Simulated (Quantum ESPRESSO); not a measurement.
# Al (Fm-3m): a volume series of phonon spectra

Wanted: mode Grüneisen parameters of Al and a free-energy fit over volumes.

Experimental results on record:
- volume expansion coefficient 69 1e-6/K and heat capacity C_P per formula unit 24.2 J/mol/K near room temperature (given in “High-Throughput Prediction of Finite-Temperature Properties using the Quasi-Harmonic Approximation”, 2016, arXiv:1603.06924)

Program: Quantum ESPRESSO 7.5. Level of theory: DFT PBE, scalar-relativistic, plane waves, GBRV ultrasoft pseudopotentials. Results are calculated unless marked as measured.

## Step 1: The starting structure

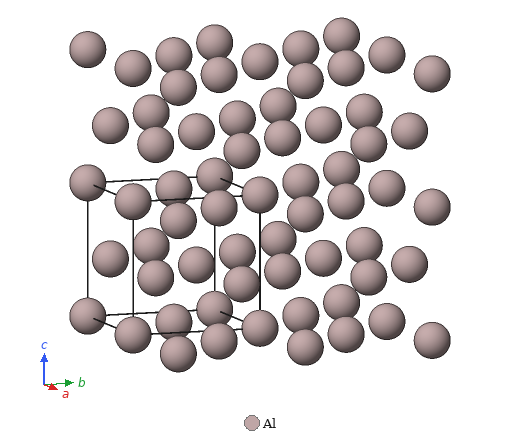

The cell as given, slightly off an axis (aluminium light grey). 2×2×2 cells are drawn. This picture shows the conventional cell, with its axes. Some periodic images of atoms are drawn too.

Coordinates:

```cif
data_structure
_symmetry_space_group_name_H-M 'P 1'
_symmetry_Int_Tables_number 1
_cell_length_a 2.8635
_cell_length_b 2.8635
_cell_length_c 2.8635
_cell_angle_alpha 60.000
_cell_angle_beta 60.000
_cell_angle_gamma 60.000
_cell_volume 16.60
loop_
_atom_site_label
_atom_site_type_symbol
_atom_site_fract_x
_atom_site_fract_y
_atom_site_fract_z
_atom_site_occupancy
Al1 Al 0.00000 0.00000 0.00000 1
```

## Step 2: A first coarse run

A cheap single point shows whether the cell is a metal or an insulator and how far it is from rest; that sets the k-mesh and the occupations of what follows.

The input, probe.in:

```
&CONTROL
  calculation = 'scf'
  prefix      = 'x'
  outdir      = './tmp'
  pseudo_dir  = './pseudo'
  tprnfor     = .true.
  tstress     = .true.
  verbosity   = 'high'
/
&SYSTEM
  ibrav       = 0
  nat         = 1
  ntyp        = 1
  ecutwfc     = 40.0
  ecutrho     = 240.0
  occupations = 'smearing'
  smearing    = 'gaussian'
  degauss     = 0.01
/
&ELECTRONS
  conv_thr         = 1.0d-07
  mixing_beta      = 0.7
  electron_maxstep = 100
/
ATOMIC_SPECIES
 Al     26.9815  Al.upf
CELL_PARAMETERS angstrom
     0.000000000    2.024805000    2.024805000
     2.024805000    0.000000000    2.024805000
     2.024805000    2.024805000    0.000000000
ATOMIC_POSITIONS crystal
 Al     0.000000000   0.000000000   0.000000000
K_POINTS automatic
 8 8 8 0 0 0
```

The run is started by

```console
$ OMP_NUM_THREADS=1 mpirun -n 4 pw.x -nk 4 -in probe.in > probe.out
```

Log:

```text
Program PWSCF v.7.5

     This program is part of the open-source Quantum ESPRESSO suite
     for quantum simulation of materials; please cite
         "P. Giannozzi et al., J. Phys.:Condens. Matter 21 395502 (2009);
         "P. Giannozzi et al., J. Phys.:Condens. Matter 29 465901 (2017);
         "P. Giannozzi et al., J. Chem. Phys. 152 154105 (2020);
     in publications or presentations arising from this work. More details at

     Message from routine setup:
     using ibrav=0 with symmetry is DISCOURAGED, use correct ibrav instead

     G-vector sticks info
     --------------------
     sticks:   dense  smooth     PW     G-vecs:    dense   smooth      PW
     Sum         499     313    109                 7119     3839     749

     Using Slab Decomposition

     bravais-lattice index     =            0
     lattice parameter (alat)  =       5.4112  a.u.
     unit-cell volume          =     112.0408 (a.u.)^3
     number of atoms/cell      =            1
     number of atomic types    =            1
     number of electrons       =         3.00
     number of Kohn-Sham states=            6
     kinetic-energy cutoff     =      40.0000  Ry
     charge density cutoff     =     240.0000  Ry
     scf convergence threshold =      1.0E-07
     mixing beta               =       0.7000
     number of iterations used =            8  plain     mixing
     Exchange-correlation= SLA  PW   PBE  PBE
                           (   1   4   3   4   0   0   0)

     celldm(1)=   5.411243  celldm(2)=   0.000000  celldm(3)=   0.000000
     celldm(4)=   0.000000  celldm(5)=   0.000000  celldm(6)=   0.000000

     crystal axes: (cart. coord. in units of alat)
               a(1) = (   0.000000   0.707107   0.707107 )
               a(2) = (   0.707107   0.000000   0.707107 )
               a(3) = (   0.707107   0.707107   0.000000 )

     reciprocal axes: (cart. coord. in units 2 pi/alat)
               b(1) = ( -0.707107  0.707107  0.707107 )
               b(2) = (  0.707107 -0.707107  0.707107 )
               b(3) = (  0.707107  0.707107 -0.707107 )

     PseudoPot. # 1 for Al read from file:
     ./pseudo/Al.upf
     Pseudo is Ultrasoft + core correction, Zval =  3.0
     Using radial grid of  893 points,  3 beta functions with:
                l(1) =   0
                l(2) =   1
                l(3) =   2
     Q(r) pseudized with  8 coefficients,  rinner =    0.900   0.900   0.900
                                                       0.900   0.900

     atomic species   valence    mass     pseudopotential
     Al                3.00    26.98150     Al( 1.00)

     48 Sym. Ops., with inversion, found

                                    s                        frac. trans.

      isym =  1     identity

 cryst.   s( 1) = (     1          0          0      )
                  (     0          1          0      )
                  (     0          0          1      )

 cart.    s( 1) = (  1.0000000 -0.0000000  0.0000000 )
                  ( -0.0000000  1.0000000  0.0000000 )
                  ( -0.0000000  0.0000000  1.0000000 )

      isym =  2     180 deg rotation - cart. axis [0,0,1]

 cryst.   s( 2) = (     0          1         -1      )
                  (     1          0         -1      )
                  (     0          0         -1      )

 cart.    s( 2) = ( -1.0000000  0.0000000  0.0000000 )
                  (  0.0000000 -1.0000000  0.0000000 )
                  (  0.0000000 -0.0000000  1.0000000 )

      isym =  3     180 deg rotation - cart. axis [0,1,0]

 cryst.   s( 3) = (     0         -1          1      )
                  (     0         -1          0      )
                  (     1         -1          0      )

 cart.    s( 3) = ( -1.0000000 -0.0000000 -0.0000000 )
                  (  0.0000000  1.0000000 -0.0000000 )
                  (  0.0000000  0.0000000 -1.0000000 )

      isym =  4     180 deg rotation - cart. axis [1,0,0]

 cryst.   s( 4) = (    -1          0          0      )
                  (    -1          0          1      )
                  (    -1          1          0      )

 cart.    s( 4) = (  1.0000000  0.0000000 -0.0000000 )
                  ( -0.0000000 -1.0000000 -0.0000000 )
                  ( -0.0000000 -0.0000000 -1.0000000 )

      isym =  5     180 deg rotation - cart. axis [1,1,0]

 cryst.   s( 5) = (    -1          0          1      )
[...]
cart.    s( 5) = ( -0.0000000  1.0000000 -0.0000000 )
[...]
isym =  6     180 deg rotation - cart. axis [1,-1,0]

 cryst.   s( 6) = (     0         -1          0      )
[...]
cart.    s( 6) = (  0.0000000 -1.0000000 -0.0000000 )
[...]
isym =  7      90 deg rotation - cart. axis [0,0,-1]

 cryst.   s( 7) = (     0          1          0      )
[...]
cart.    s( 7) = (  0.0000000  1.0000000  0.0000000 )
[...]
isym =  8      90 deg rotation - cart. axis [0,0,1]

 cryst.   s( 8) = (     1          0         -1      )
[...]
cart.    s( 8) = ( -0.0000000 -1.0000000  0.0000000 )
[...]
isym =  9     180 deg rotation - cart. axis [1,0,1]

 cryst.   s( 9) = (    -1          1          0      )
[...]
cart.    s( 9) = (  0.0000000  0.0000000  1.0000000 )
[...]
isym = 10     180 deg rotation - cart. axis [-1,0,1]

 cryst.   s(10) = (     0          0         -1      )
[...]
cart.    s(10) = ( -0.0000000  0.0000000 -1.0000000 )
[...]
isym = 11      90 deg rotation - cart. axis [0,1,0]

 cryst.   s(11) = (     0          0          1      )
[...]
cart.    s(11) = ( -0.0000000 -0.0000000  1.0000000 )
[...]
isym = 12      90 deg rotation - cart. axis [0,-1,0]

 cryst.   s(12) = (     1         -1          0      )
[...]
cart.    s(12) = (  0.0000000 -0.0000000 -1.0000000 )
[...]
isym = 13     180 deg rotation - cart. axis [0,1,1]

 cryst.   s(13) = (     1          0          0      )
[...]
cart.    s(13) = ( -1.0000000  0.0000000 -0.0000000 )
[...]
isym = 14     180 deg rotation - cart. axis [0,1,-1]

 cryst.   s(14) = (    -1          0          0      )
[...]
cart.    s(14) = ( -1.0000000 -0.0000000  0.0000000 )
[...]
isym = 15      90 deg rotation - cart. axis [-1,0,0]

 cryst.   s(15) = (     0         -1          1      )
[...]
k = 0.2652 0.2652-0.2652 (   477 PWs)   bands (ev):

     0.4869   6.9800  18.5569  18.5569  20.4908  20.4908

     occupation numbers
     1.0000   1.0000   0.0000   0.0000   0.0000   0.0000

          k =-0.3536-0.3536 0.3536 (   476 PWs)   bands (ev):

     3.2467   3.4772  19.0677  19.0677  19.2782  19.2782

     occupation numbers
     1.0000   1.0000   0.0000   0.0000   0.0000   0.0000

          k = 0.1768 0.0000 0.0000 (   495 PWs)   bands (ev):

    -2.7178  17.6751  17.6751  17.9857  20.5281  22.3806

     occupation numbers
     1.0000   0.0000   0.0000   0.0000   0.0000   0.0000

          k = 0.2652 0.0884-0.0884 (   484 PWs)   bands (ev):

    -1.7359  13.1249  16.6166  18.1336  19.3292  21.7930

     occupation numbers
     1.0000   0.0000   0.0000   0.0000   0.0000   0.0000

          k = 0.3536 0.1768-0.1768 (   471 PWs)   bands (ev):

     0.0720   8.6769  16.2695  17.0012  17.9426  23.9089

     occupation numbers
     1.0000   0.0000   0.0000   0.0000   0.0000   0.0000

          k =-0.2652-0.4419 0.4419 (   473 PWs)   bands (ev):

[...]
occupation numbers
[...]
k =-0.1768-0.3536 0.3536 (   477 PWs)   bands (ev):

[...]
occupation numbers
[...]
k =-0.0884-0.2652 0.2652 (   485 PWs)   bands (ev):

[...]
occupation numbers
[...]
k = 0.0000-0.1768 0.1768 (   489 PWs)   bands (ev):

[...]
occupation numbers
[...]
k = 0.3536 0.0000 0.0000 (   480 PWs)   bands (ev):

[...]
occupation numbers
[...]
k = 0.4419 0.0884-0.0884 (   478 PWs)   bands (ev):

[...]
occupation numbers
[...]
k =-0.1768-0.5303 0.5303 (   477 PWs)   bands (ev):

[...]
occupation numbers
[...]
k =-0.0884-0.4419 0.4419 (   479 PWs)   bands (ev):

[...]
occupation numbers
[...]
k = 0.0000-0.3536 0.3536 (   481 PWs)   bands (ev):

[...]
k = 0.5303-0.0000 0.0000 (   472 PWs)   bands (ev):

[...]
k =-0.0884-0.6187 0.6187 (   474 PWs)   bands (ev):

[...]
k = 0.0000-0.5303 0.5303 (   478 PWs)   bands (ev):

[...]
k =-0.7071 0.0000 0.0000 (   468 PWs)   bands (ev):

[...]
k = 0.3536 0.1768 0.0000 (   482 PWs)   bands (ev):

[...]
occupation numbers
[...]
k =-0.2652-0.4419 0.6187 (   481 PWs)   bands (ev):

[...]
occupation numbers
[...]
k =-0.1768-0.3536 0.5303 (   476 PWs)   bands (ev):

[...]
occupation numbers
[...]
k =-0.1768-0.5303 0.7071 (   471 PWs)   bands (ev):

[...]
occupation numbers
[...]
k =-0.0884-0.4419 0.6187 (   478 PWs)   bands (ev):

[...]
occupation numbers
[...]
k = 0.0000-0.3536 0.5303 (   481 PWs)   bands (ev):

[...]
occupation numbers
     1.0000   0.9999   0.0000   0.0000   0.0000   0.0000

          k =-0.7071 0.1768-0.0000 (   478 PWs)   bands (ev):

     5.4341   6.7936   9.6142  11.0711  17.9242  19.8544

     occupation numbers
     1.0000   1.0000   0.0000   0.0000   0.0000   0.0000

          k =-0.7071 0.3536 0.0000 (   488 PWs)   bands (ev):

     7.0034   7.0034   8.0397   8.8841  23.5386  23.9115

     occupation numbers
     1.0000   1.0000   0.0457   0.0000   0.0000   0.0000

     the Fermi energy is     7.8773 ev

!    total energy              =      -6.70744724 Ry
     estimated scf accuracy    <          6.6E-09 Ry
     smearing contrib. (-TS)   =      -0.00031196 Ry
     internal energy E=F+TS    =      -6.70713529 Ry

     The total energy is F=E-TS. E is the sum of the following terms:
     one-electron contribution =       2.96663121 Ry
     hartree contribution      =       0.00864458 Ry
     xc contribution           =      -4.29032623 Ry
     ewald contribution        =      -5.39208485 Ry

     convergence has been achieved in   4 iterations

     Forces acting on atoms (cartesian axes, Ry/au):

     atom    1 type  1   force =     0.00000000    0.00000000    0.00000000
     The non-local contrib.  to forces
     atom    1 type  1   force =     0.00000000   -0.00000000    0.00000000
     The ionic contribution  to forces
     atom    1 type  1   force =    -0.00000000   -0.00000000   -0.00000000
     The local contribution  to forces
     atom    1 type  1   force =    -0.00000000   -0.00000000   -0.00000000
     The core correction contribution to forces
     atom    1 type  1   force =    -0.00000000    0.00000000    0.00000000
     The Hubbard contrib.    to forces
     atom    1 type  1   force =     0.00000000    0.00000000    0.00000000
     The SCF correction term to forces
     atom    1 type  1   force =     0.00000000   -0.00000000   -0.00000000

     Total force =     0.000000     Total SCF correction =     0.000000

     Computing stress (Cartesian axis) and pressure

          total   stress  (Ry/bohr**3)                   (kbar)     P=       -4.39
  -0.00002986   0.00000000   0.00000000           -4.39        0.00        0.00
   0.00000000  -0.00002986   0.00000000            0.00       -4.39        0.00
   0.00000000   0.00000000  -0.00002986            0.00        0.00       -4.39

     kinetic stress (kbar)   1515.51     -0.00     -0.00
                               -0.00   1515.51     -0.00
                               -0.00     -0.00   1515.51

     local   stress (kbar)    347.16     -0.00     -0.00
                               -0.00    347.16     -0.00
                               -0.00     -0.00    347.16

     nonloc. stress (kbar)   1277.80      0.00      0.00
                                0.00   1277.80      0.00
                                0.00      0.00   1277.80

     hartree stress (kbar)      3.78      0.00      0.00
                                0.00      3.78      0.00
                                0.00      0.00      3.78

     exc-cor stress (kbar)   2622.08      0.00     -0.00
                                0.00   2622.08     -0.00
                               -0.00     -0.00   2622.08

     corecor stress (kbar)  -3410.87     -0.00      0.00
                               -0.00  -3410.87     -0.00
                                0.00     -0.00  -3410.87

     ewald   stress (kbar)  -2359.86      0.00      0.00
                                0.00  -2359.86      0.00
                                0.00      0.00  -2359.86

     hubbard stress (kbar)      0.00      0.00      0.00
                                0.00      0.00      0.00
                                0.00      0.00      0.00

     DFT-D   stress (kbar)      0.00      0.00      0.00
[...]
XDM     stress (kbar)      0.00      0.00      0.00
[...]
dft-nl  stress (kbar)      0.00      0.00      0.00
                                0.00      0.00      0.00
                                0.00      0.00      0.00

     TS-vdW  stress (kbar)      0.00      0.00      0.00
                                0.00      0.00      0.00
                                0.00      0.00      0.00

     MDB     stress (kbar)      0.00      0.00      0.00
                                0.00      0.00      0.00
                                0.00      0.00      0.00

     3D-RISM stress (kbar)      0.00      0.00      0.00
                                0.00      0.00      0.00
                                0.00      0.00      0.00

     Writing all to output data dir ./tmp/x.save/ :
     XML data file, charge density, pseudopotentials, collected wavefunctions

   JOB DONE.
```

The job ended after 1.3 s (4 MPI ranks of AMD EPYC 9R45, shared host; 4.4 s of CPU time).

Numbers from this step:

| Item | Value |
| --- | --- |
| volume per atom | 16.60 Å³ |
| pressure | -0.4390 GPa |
| gap on the k-mesh | 0 eV |

The start is under -0.44 GPa at this level and looks like a metal on this mesh.

[end of part 1 of 6]

[Logs are printed without paths, hosts, clocks, repeated set-up lines and the standing remarks that a program may print on its own settings, such as how far it seeks lower states.]

[Hosts, paths, dates, database ids (printed as entryN), source tags and the programs' standing remarks are cut or masked in the printed files.]

[A step with changed settings may run another functional than the one named; its input shows which.]

[Of the runs on displaced cells, only some may be shown.]
